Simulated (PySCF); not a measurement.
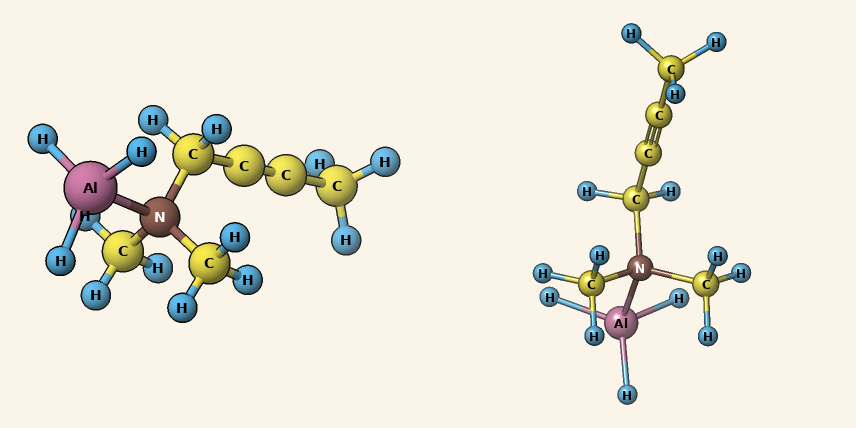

The same structure drawn twice, from different directions.

The geometry was computed by an optimisation with PBE0-D3(BJ)/def2-SVP. No frequency run is at hand to confirm it as a minimum.

Question: Give the formula.

Answer: C₆H₁₄AlN, 22 atoms: 6 carbon, 14 hydrogen, 1 aluminium and 1 nitrogen.

Question: Count the bonded pairs by element.

Answer: 11 C–H, 3 C–C, 3 C–N, 3 Al–H, 1 Al–N.

Question: Write the SMILES.

Answer: CC#CC[N+](C)(C)[AlH3-]

Question: Name some functional groups or characteristic bonds that it holds.

Answer: Among them: alkyne.

The parts below concern this one geometry. Atoms keep their numbers from picture to picture.

**Shape**

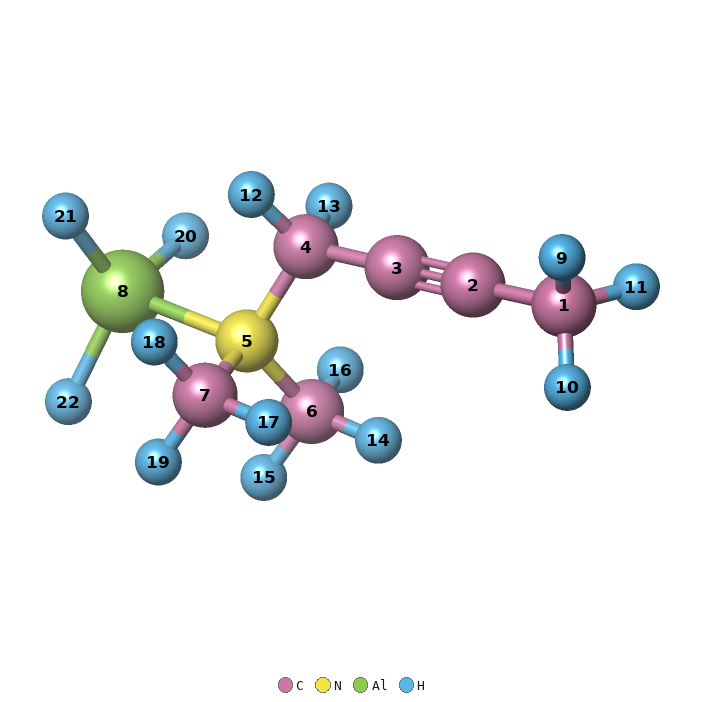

No frequency run is at hand to confirm it as a minimum.

List the bonds and their lengths. Leave out bonds to hydrogen.

```
  bond  length (Å)
 C1–C2       1.453
 C2–C3       1.212
 C3–C4       1.459
 C4–N5       1.482
 N5–C6       1.469
 N5–C7       1.469
N5–Al8       2.076
```

**Quadrupole coupling**

No frequency run is at hand to confirm it as a minimum. Electric field gradients from the ground-state density, PBE0/pcSseg-1 (PySCF 2.14.0), non-relativistic apart from any core potentials.

Give the largest field-gradient component, the quadrupole coupling constant and the asymmetry for 14N at N5 (Q = 20.44 mb), 27Al at Al8 (Q = 146.6 mb).

```json
{"atom": "N5", "V_zz (a.u.)": "−0.851", "e²qQ/h (MHz)": "−4.09", "η": "0.09"}
{"atom": "Al8", "V_zz (a.u.)": "0.822", "e²qQ/h (MHz)": "28.3", "η": "0.02"}
```

**Core levels**

No frequency run is at hand to confirm it as a minimum. Method: delta-SCF UKS SCAN, pcX-2 on the ionised atom, pcseg-1 elsewhere, spin-free X2C (PySCF 2.14.0).

Give the core-electron binding energies (to vacuum; p and d levels without spin–orbit splitting) of C1 1s, C2 1s, C3 1s, C4 1s, N5 1s, C6 1s, Al8 1s, Al8 2p.

| atom | level | binding energy (eV) |
| --- | --- | --- |
| C1 | 1s | 292.0 |
| C2 | 1s | 290.7 |
| C3 | 1s | 290.5 |
| C4 | 1s | 292.6 |
| N5 | 1s | 406.3 |
| C6 | 1s | 291.9 |
| Al8 | 1s | 1565.1 |
| Al8 | 2p | 78.8 |

**Electronic properties**

No frequency run is at hand to confirm it as a minimum. Properties computed with PBE0/pcSseg-1 in chloroform (IEF-PCM) (PySCF 2.14.0).

Question: Give the HOMO energy (Kohn–Sham orbital) at this level.

Answer: −7.60 eV.

Question: Estimate the dipole moment.

Answer: 7.08 D.

Question: What is the LUMO energy (Kohn–Sham orbital)?

Answer: 0.26 eV.
